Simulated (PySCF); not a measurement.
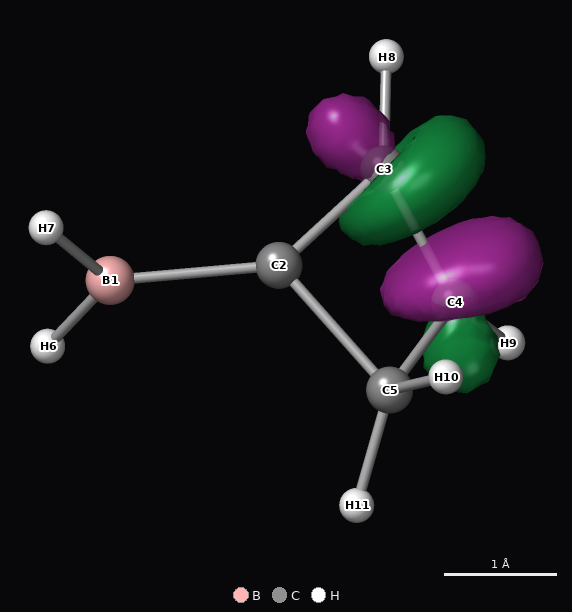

Figure 1: C₄H₆B, charge +1, SMILES `B[C+]1C=CC1`. Intrinsic bond orbitals (IBO), occupied and valence-virtual; each surface holds about 70 % of the orbital's density. Energies are diagonal elements of the Fock matrix.

PySCF calculation, TPSS/6-31+G*, gas phase; geometry: GFN2-xTB. No frequency check shows the geometry to be a minimum.

Geometry (Å), atoms numbered from 1:

```
B1      -1.9306    0.0145   -0.1998
C2      -0.4635    0.0932    0.1858
C3       0.5173    1.0836    0.2265
C4       1.2672    0.0766   -0.3462
C5       0.5141   -1.0753    0.2158
H6      -2.2685   -0.1770   -1.2972
H7      -2.7070    0.1028    0.6653
H8       0.5528    2.1504    0.3136
H9       1.9410    0.0924   -1.1897
H10      0.7998   -1.3634    1.2227
H11      0.3242   -1.9470   -0.4080
```

> What does this orbital represent?

σ* orbital C3–C4 (C3 50 %, C4 49 %; 4.8 eV).

> How do all the valence pairs divide up?

12 pairs: 11 σ bonds and 1 multicentre orbital.
